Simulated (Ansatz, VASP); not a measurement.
# BaZrO3 in two plane-wave programs

Wanted: the spread between two codes on one cell, functional and k mesh.

Calculated with Ansatz 0.2.0; plane waves, with VASP 6.6.1 beside it; relaxation of cell and atoms at r2SCAN with rVV10.

### 1. Set-up

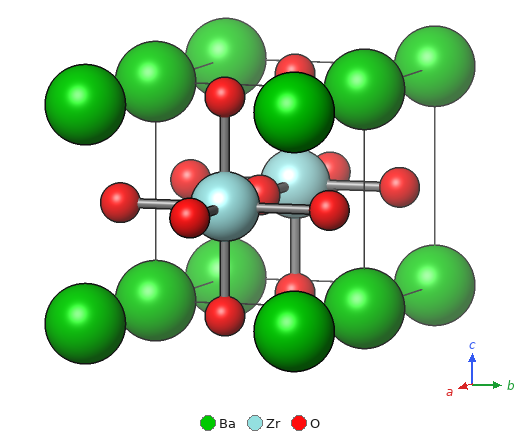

The starting structure, seen slightly off an axis (barium green, zirconium light teal, oxygen red). 2×1×1 cells are drawn. Some periodic images of atoms are drawn too.

Structure file:

```xyz
5
Lattice="4.1913 0.0000 0.0000 0.0000 4.1913 0.0000 0.0000 0.0000 4.1913" Properties=species:S:1:pos:R:3 pbc="T T T"
Ba    0.0000    0.0000    0.0000
Zr    2.0957    2.0957    2.0957
O     0.0000    2.0957    2.0957
O     2.0957    0.0000    2.0957
O     2.0957    2.0957    0.0000
```

### 2. VASP: relaxation of cell and atoms, r2SCAN with rVV10

The relaxed volume is the usual yardstick between codes: its relative difference is about their pressure difference at one cell divided by the bulk modulus.

Lines of VASP's logs that name or quote its potential files are left out, and so is its time.

INCAR

```
SYSTEM = BaZrO3
PREC = Accurate
ENCUT = 560
EDIFF = 1E-06
NELM = 100
ISMEAR = -1
SIGMA = 0.05
LREAL = .FALSE.
ALGO = Normal
METAGGA = R2SCAN
LUSE_VDW = .TRUE.
IVDW_NL = 2
BPARAM = 11.95
CPARAM = 0.0093
LASPH = .TRUE.
NBANDS = 26
LORBIT = 11
LWAVE = .FALSE.
LCHARG = .FALSE.
KPAR = 4
IBRION = 2
NSW = 60
ISIF = 3
EDIFFG = -0.01
```

POSCAR

```
BaZrO3
1.0
    4.1913400000      0.0000000000      0.0000000000
    0.0000000000      4.1913400000      0.0000000000
    0.0000000000      0.0000000000      4.1913400000
Ba Zr O
1 1 3
Direct
    0.0000000000      0.0000000000      0.0000000000
    0.5000000000      0.5000000000      0.5000000000
    0.0000000000      0.5000000000      0.5000000000
    0.5000000000      0.0000000000      0.5000000000
    0.5000000000      0.5000000000      0.0000000000
```

KPOINTS

```
Automatic mesh
0
Gamma
5 5 5
0 0 0
```

Potentials, in the order of the species: Ba_sv, Zr_sv and O (PBE family, release 64).

Run with:

```console
$ mpirun -np 4 vasp_std
```

Numbers of over 12 decimals in the logs are rounded to 6 here.

Log:

```text
[banner, memory and clock lines left out]
running    4 mpi-ranks, on    1 nodes
 distrk:  each k-point on    1 cores,    4 groups
 distr:  one band on    1 cores,    1 groups

 POSCAR found type information on POSCAR BaZrO
 POSCAR found :  3 types and       5 ions
|                                                                             |
|               ----> ADVICE to this user running VASP <----                  |
|                                                                             |
|     You have switched on vdW-DFT.                                           |
|     This routine was written and supplied by Jiri Klimes. We recommend      |
|     that you carefully read and cite the following publications:            |
|       J. Klimes, D.R. Bowler, A. Michelides                                 |
|          J. Phys.: Cond Matt. 22 022201 (2010)                              |
|       J. Klimes, D.R. Bowler, A. Michelides                                 |
|          Phys. Rev. B. 83, 195131 (2011)                                    |
|     and references therein.                                                 |
|                                                                             |

|                                                                             |
|               ----> ADVICE to this user running VASP <----                  |
|                                                                             |
|     You enforced a specific xc type in the INCAR file but a different       |
|     [... a line on the potential file left out ...]
|     I HOPE YOU KNOW WHAT YOU ARE DOING!                                     |
|                                                                             |

 LDA part: xc-table for (None), standard interpolation
 POSCAR, INCAR and KPOINTS ok, starting setup
 FFT: planning ... GRIDC
 FFT: planning ... GRID_SOFT
 FFT: planning ... GRID
 WAVECAR not read
 entering main loop
       N       E                     dE             d eps       ncg     rms          rms(c)
Total rVV10 correction in eV:      0.7984354    40.4481300
Total rVV10 correction in eV:      0.7984354    40.4481300
Total rVV10 correction in eV:      0.7984354    40.4481300
Total rVV10 correction in eV:      0.7984354    40.4481300
DAV:   1     0.277082701104E+03    0.27708E+03   -0.23484E+04   520   0.164E+03
DAV:   2    -0.830153346238E+02   -0.36010E+03   -0.35027E+03   648   0.391E+02
DAV:   3    -0.105408803855E+03   -0.22393E+02   -0.22312E+02   828   0.905E+01
DAV:   4    -0.106230740601E+03   -0.82194E+00   -0.82050E+00   732   0.127E+01
DAV:   5    -0.106244149486E+03   -0.13409E-01   -0.13408E-01   756   0.134E+00    0.298E+01
Total rVV10 correction in eV:      0.8613616    40.4481298
Total rVV10 correction in eV:      0.8613616    40.4481298
Total rVV10 correction in eV:      0.8613616    40.4481298
Total rVV10 correction in eV:      0.8613616    40.4481298
DAV:   6    -0.838155212546E+02    0.22429E+02   -0.24854E+01   658   0.376E+01    0.106E+01
Total rVV10 correction in eV:      0.8770969    40.4481300
Total rVV10 correction in eV:      0.8770969    40.4481300
Total rVV10 correction in eV:      0.8770969    40.4481300
Total rVV10 correction in eV:      0.8770969    40.4481300
DAV:   7    -0.841558198898E+02   -0.34030E+00   -0.19276E+00   728   0.878E+00    0.549E+00
Total rVV10 correction in eV:      0.8912122    40.4481300
Total rVV10 correction in eV:      0.8912122    40.4481300
Total rVV10 correction in eV:      0.8912122    40.4481300
Total rVV10 correction in eV:      0.8912122    40.4481300
DAV:   8    -0.842565118223E+02   -0.10069E+00   -0.94713E-01   568   0.637E+00    0.181E+00
Total rVV10 correction in eV:      0.8964742    40.4481300
Total rVV10 correction in eV:      0.8964742    40.4481300
Total rVV10 correction in eV:      0.8964742    40.4481300
Total rVV10 correction in eV:      0.8964742    40.4481300
DAV:   9    -0.841927223301E+02    0.63789E-01   -0.30315E-01   562   0.304E+00    0.345E-01
Total rVV10 correction in eV:      0.8986415    40.4481300
Total rVV10 correction in eV:      0.8986415    40.4481300
Total rVV10 correction in eV:      0.8986415    40.4481300
Total rVV10 correction in eV:      0.8986415    40.4481300
DAV:  10    -0.841946417729E+02   -0.19194E-02   -0.11209E-02   692   0.721E-01    0.215E-01
Total rVV10 correction in eV:      0.9019978    40.4481300
Total rVV10 correction in eV:      0.9019978    40.4481300
Total rVV10 correction in eV:      0.9019978    40.4481300
Total rVV10 correction in eV:      0.9019978    40.4481300
DAV:  11    -0.841953682665E+02   -0.72649E-03   -0.98943E-03   584   0.569E-01    0.188E-01
Total rVV10 correction in eV:      0.9012835    40.4481300
Total rVV10 correction in eV:      0.9012835    40.4481300
Total rVV10 correction in eV:      0.9012835    40.4481300
Total rVV10 correction in eV:      0.9012835    40.4481300
DAV:  12    -0.841949212069E+02    0.44706E-03   -0.16077E-03   592   0.239E-01    0.466E-02
Total rVV10 correction in eV:      0.9012359    40.4481300
Total rVV10 correction in eV:      0.9012359    40.4481300
Total rVV10 correction in eV:      0.9012359    40.4481300
Total rVV10 correction in eV:      0.9012359    40.4481300
DAV:  13    -0.841948943513E+02    0.26856E-04   -0.17376E-04   660   0.719E-02    0.688E-03
[...]
Total rVV10 correction in eV:      0.9114332    40.4481288
Total rVV10 correction in eV:      0.9114332    40.4481288
Total rVV10 correction in eV:      0.9114332    40.4481288
Total rVV10 correction in eV:      0.9114332    40.4481288
DAV:   4    -0.841926311077E+02    0.10988E-02   -0.12909E-02   854   0.616E-01    0.227E-01
Total rVV10 correction in eV:      0.9115234    40.4481288
Total rVV10 correction in eV:      0.9115234    40.4481288
Total rVV10 correction in eV:      0.9115234    40.4481288
Total rVV10 correction in eV:      0.9115234    40.4481288
DAV:   5    -0.841929234667E+02   -0.29236E-03   -0.39765E-04   694   0.139E-01    0.100E-01
Total rVV10 correction in eV:      0.9118701    40.4481288
Total rVV10 correction in eV:      0.9118701    40.4481288
Total rVV10 correction in eV:      0.9118701    40.4481288
Total rVV10 correction in eV:      0.9118701    40.4481288
DAV:   6    -0.841931142384E+02   -0.19077E-03   -0.68560E-04   770   0.128E-01    0.165E-02
Total rVV10 correction in eV:      0.9118741    40.4481288
Total rVV10 correction in eV:      0.9118741    40.4481288
Total rVV10 correction in eV:      0.9118741    40.4481288
Total rVV10 correction in eV:      0.9118741    40.4481288
DAV:   7    -0.841931151517E+02   -0.91332E-06   -0.26480E-05   640   0.374E-02    0.148E-02
Total rVV10 correction in eV:      0.9119216    40.4481288
Total rVV10 correction in eV:      0.9119216    40.4481288
Total rVV10 correction in eV:      0.9119216    40.4481288
Total rVV10 correction in eV:      0.9119216    40.4481288
DAV:   8    -0.841931121064E+02    0.30453E-05   -0.74232E-06   668   0.186E-02    0.423E-03
Total rVV10 correction in eV:      0.9119188    40.4481288
Total rVV10 correction in eV:      0.9119188    40.4481288
Total rVV10 correction in eV:      0.9119188    40.4481288
Total rVV10 correction in eV:      0.9119188    40.4481288
DAV:   9    -0.841931123501E+02   -0.24375E-06   -0.45576E-07   306   0.538E-03
Total rVV10 correction in eV:      0.9119141    40.4481288
Total rVV10 correction in eV:      0.9119141    40.4481288
Total rVV10 correction in eV:      0.9119141    40.4481288
Total rVV10 correction in eV:      0.9119141    40.4481288
Total rVV10 correction in eV:      0.9119179    40.4481288
Total rVV10 correction in eV:      0.9119179    40.4481288
Total rVV10 correction in eV:      0.9119179    40.4481288
Total rVV10 correction in eV:      0.9119179    40.4481288
   2 F= -.84193112E+02 E0= -.84193112E+02  d E =0.178280E-02
 trial-energy change:    0.001783  1 .order    0.001586   -0.013759    0.016931
 step:   0.4388(harm=  0.4483)  dis= 0.00000  next Energy=   -84.197898 (dE=-0.300E-02)
 bond charge predicted
       N       E                     dE             d eps       ncg     rms          rms(c)
Total rVV10 correction in eV:      0.9126541    40.4481288
Total rVV10 correction in eV:      0.9126541    40.4481288
Total rVV10 correction in eV:      0.9126541    40.4481288
Total rVV10 correction in eV:      0.9126541    40.4481288
DAV:   1    -0.842237253003E+02   -0.30613E-01   -0.89865E-01   536   0.776E+00    0.169E+00
Total rVV10 correction in eV:      0.9077566    40.4481295
Total rVV10 correction in eV:      0.9077566    40.4481295
Total rVV10 correction in eV:      0.9077566    40.4481295
Total rVV10 correction in eV:      0.9077566    40.4481295
DAV:   2    -0.842024642574E+02    0.21261E-01   -0.96840E-02   616   0.200E+00    0.639E-01
Total rVV10 correction in eV:      0.9069235    40.4481294
Total rVV10 correction in eV:      0.9069235    40.4481294
Total rVV10 correction in eV:      0.9069235    40.4481294
Total rVV10 correction in eV:      0.9069235    40.4481294
DAV:   3    -0.841979423556E+02    0.45219E-02   -0.97432E-03   722   0.763E-01    0.144E-01
Total rVV10 correction in eV:      0.9062325    40.4481295
Total rVV10 correction in eV:      0.9062325    40.4481295
Total rVV10 correction in eV:      0.9062325    40.4481295
Total rVV10 correction in eV:      0.9062325    40.4481295
DAV:   4    -0.841976439418E+02    0.29841E-03   -0.31907E-03   874   0.314E-01    0.124E-01
Total rVV10 correction in eV:      0.9061429    40.4481294
Total rVV10 correction in eV:      0.9061429    40.4481294
Total rVV10 correction in eV:      0.9061429    40.4481294
Total rVV10 correction in eV:      0.9061429    40.4481294
DAV:   5    -0.841977735085E+02   -0.12957E-03   -0.13595E-04   762   0.788E-02    0.462E-02
Total rVV10 correction in eV:      0.9059921    40.4481294
Total rVV10 correction in eV:      0.9059921    40.4481294
Total rVV10 correction in eV:      0.9059921    40.4481294
Total rVV10 correction in eV:      0.9059921    40.4481294
DAV:   6    -0.841978479043E+02   -0.74396E-04   -0.17499E-04   746   0.635E-02    0.111E-02
Total rVV10 correction in eV:      0.9059831    40.4481294
Total rVV10 correction in eV:      0.9059831    40.4481294
Total rVV10 correction in eV:      0.9059831    40.4481294
Total rVV10 correction in eV:      0.9059831    40.4481294
DAV:   7    -0.841978529262E+02   -0.50219E-05   -0.57437E-06   586   0.166E-02    0.607E-03
Total rVV10 correction in eV:      0.9059617    40.4481294
Total rVV10 correction in eV:      0.9059617    40.4481294
Total rVV10 correction in eV:      0.9059617    40.4481294
Total rVV10 correction in eV:      0.9059617    40.4481294
DAV:   8    -0.841978556755E+02   -0.27493E-05   -0.15163E-06   380   0.826E-03    0.124E-03
Total rVV10 correction in eV:      0.9059628    40.4481294
Total rVV10 correction in eV:      0.9059628    40.4481294
Total rVV10 correction in eV:      0.9059628    40.4481294
Total rVV10 correction in eV:      0.9059628    40.4481294
DAV:   9    -0.841978556208E+02    0.54779E-07   -0.15197E-07   296   0.318E-03
Total rVV10 correction in eV:      0.9059654    40.4481294
Total rVV10 correction in eV:      0.9059654    40.4481294
Total rVV10 correction in eV:      0.9059654    40.4481294
Total rVV10 correction in eV:      0.9059654    40.4481294
Total rVV10 correction in eV:      0.9059632    40.4481294
Total rVV10 correction in eV:      0.9059632    40.4481294
Total rVV10 correction in eV:      0.9059632    40.4481294
Total rVV10 correction in eV:      0.9059632    40.4481294
   3 F= -.84197856E+02 E0= -.84197856E+02  d E =-.296047E-02
 curvature:  -0.22 expect dE=-0.122E-07 dE for cont linesearch -0.122E-07
 trial: gam=-0.00199 g(F)=  0.117E-64 g(S)=  0.545E-07 ort = 0.274E-04 (trialstep = 0.888E+00)
 search vector abs. value=  0.100E-09
 reached required accuracy - stopping structural energy minimisation
```

Parts of OUTCAR (step 2):

```text
ion  position               nearest neighbor table
   1  0.000  0.000  0.000-   3 2.96   4 2.96   5 2.96   3 2.96   4 2.96   3 2.96   5 2.96   3 2.96
                             4 2.96   5 2.96   4 2.96   5 2.96   2 3.63   2 3.63   2 3.63   2 3.63
   2  0.500  0.500  0.500-   3 2.10   4 2.10   5 2.10   5 2.10   4 2.10   3 2.10   1 3.63   1 3.63
                             1 3.63   1 3.63   1 3.63   1 3.63   1 3.63   1 3.63
   3  0.000  0.500  0.500-   2 2.10   2 2.10   1 2.96   1 2.96   1 2.96   1 2.96
   4  0.500  0.000  0.500-   2 2.10   2 2.10   1 2.96   1 2.96   1 2.96   1 2.96
   5  0.500  0.500  0.000-   2 2.10   2 2.10   1 2.96   1 2.96   1 2.96   1 2.96

  LATTYP: Found a simple cubic cell.
 ALAT       =     4.1913400000

 Subroutine GETGRP returns: Found 48 space group operations
 (whereof 48 operations were pure point group operations)

The static configuration has the point symmetry O_h .

 Found     10 irreducible k-points:

   k-points           NKPTS =     10   k-points in BZ     NKDIM =     10   number of bands    NBANDS=     26

   dimension x,y,z NGX =    32 NGY =   32 NGZ =   32
   dimension x,y,z NGXF=    64 NGYF=   64 NGZF=   64

   ENCUT  =  560.0 eV  41.16 Ry    6.42 a.u.   8.09  8.09  8.09*2*pi/ulx,y,z

   NELECT =      40.0000    total number of electrons

 k-points in reciprocal lattice and weights: Automatic mesh
   0.00000000  0.00000000  0.00000000       0.008
   0.20000000  0.00000000  0.00000000       0.048
   0.40000000  0.00000000  0.00000000       0.048
   0.20000000  0.20000000  0.00000000       0.096
   0.40000000  0.20000000  0.00000000       0.192
   0.40000000  0.40000000  0.00000000       0.096
   0.20000000  0.20000000  0.20000000       0.064
   0.40000000  0.20000000  0.20000000       0.192
   0.40000000  0.40000000  0.20000000       0.192
   0.40000000  0.40000000  0.40000000       0.064

 average (electrostatic) potential at core
       1 -38.8397       2 -83.6322       3 -73.0551       4 -73.0551       5 -73.0551

 E-fermi :   4.5242

 k-point     1 :       0.0000    0.0000    0.0000
  band No.  band energies     occupation
    ...
     16       2.4014      2.00000
     17       2.4014      2.00000
     18       3.1535      2.00000
     19       3.1535      2.00000
     20       3.1535      2.00000
     21       7.0733      0.00000
     22       7.0733      0.00000
     23       7.0733      0.00000
     24       8.5114      0.00000
     25       8.5114      0.00000
    ...

 k-point     2 :       0.2000    0.0000    0.0000
  band No.  band energies     occupation
    ...
     16       2.0920      2.00000
     17       2.1439      2.00000
     18       2.3514      2.00000
     19       3.0390      2.00000
     20       3.0390      2.00000
     21       7.2070      0.00000
     22       7.8915      0.00000
     23       7.8916      0.00000
     24       9.1087      0.00000
     25       9.1560      0.00000
    ...

 k-point     3 :       0.4000    0.0000    0.0000
  band No.  band energies     occupation
    ...
     16       1.7326      2.00000
     17       1.7326      2.00000
     18       1.7858      2.00000
     19       2.9249      2.00000
     20       2.9249      2.00000
     21       7.4600      0.00000
     22       9.2927      0.00000
     23       9.2927      0.00000
     24      10.1194      0.00000
     25      10.3796      0.00000
    ...

  Total        0.0013726      0.0013726      0.0013726     -0.0000000      0.0000000      0.0000000
  in kB        0.0296080      0.0296080      0.0296080     -0.0000000      0.0000000      0.0000000
  external PRESSURE =       0.0296080 kB  Pullay stress =       0.0000000 kB

  energy-cutoff  :      560.00
  volume of cell :       74.28
      direct lattice vectors                 reciprocal lattice vectors
     4.203575683  0.000000000 -0.000000000     0.237892707  0.000000000 -0.000000000
    -0.000000000  4.203575683 -0.000000000    -0.000000000  0.237892707 -0.000000000
     0.000000000  0.000000000  4.203575683     0.000000000  0.000000000  0.237892707

 POSITION                                       TOTAL-FORCE (eV/Angst)
 -----------------------------------------------------------------------------------
      0.00000      0.00000      0.00000        -0.000000     -0.000000      0.000000
      2.10179      2.10179      2.10179         0.000000      0.000000      0.000000
      0.00000      2.10179      2.10179         0.000000      0.000000      0.000000
      2.10179      0.00000      2.10179        -0.000000      0.000000      0.000000
      2.10179      2.10179     -0.00000        -0.000000     -0.000000      0.000000
 -----------------------------------------------------------------------------------
    total drift:                                0.000000     -0.000000     -0.000000

  FREE ENERGIE OF THE ION-ELECTRON SYSTEM (eV)
  ---------------------------------------------------
  free  energy   TOTEN  =       -84.1978556208 eV

  energy  without entropy=      -84.1978556207  energy(sigma->0) =      -84.19785562

 reached required accuracy - stopping structural energy minimisation

 total charge
# of ion       s       p       d       tot
------------------------------------------
    1        2.010   5.643   0.245   7.898
    2        2.190   6.082   1.349   9.621
    3        1.562   3.509   0.000   5.071
    4        1.562   3.509   0.000   5.071
    5        1.562   3.509   0.000   5.071
--------------------------------------------------
tot          8.886  22.251   1.594  32.731

[... 3 further parts left out ...]
```

CONTCAR:

```
BaZrO3
   1.00000000000000
     4.2035756832084497    0.0000000000000000   -0.0000000000000000
    -0.0000000000000000    4.2035756832084497   -0.0000000000000000
     0.0000000000000000    0.0000000000000000    4.2035756832084497
  Ba              Zr              O
     1     1     3
Direct
     0.0000000000000000    0.0000000000000000    0.0000000000000000
     0.5000000000000000    0.5000000000000000    0.5000000000000000
     0.0000000000000000    0.5000000000000000    0.5000000000000000
     0.5000000000000000    0.0000000000000000    0.5000000000000000
     0.5000000000000000    0.5000000000000000    0.0000000000000000
```

[end of part 1 of 2]

[Lines on the potential files, build, host, timing and source positions are cut from VASP's logs without a mark.]

[Logs are printed without paths, hosts, clocks, repeated set-up lines and the standing remarks that a program may print on its own settings, such as how far it seeks lower states.]

[Hosts, paths, dates, database ids (printed as entryN), source tags and the programs' standing remarks are cut or masked in the printed files.]
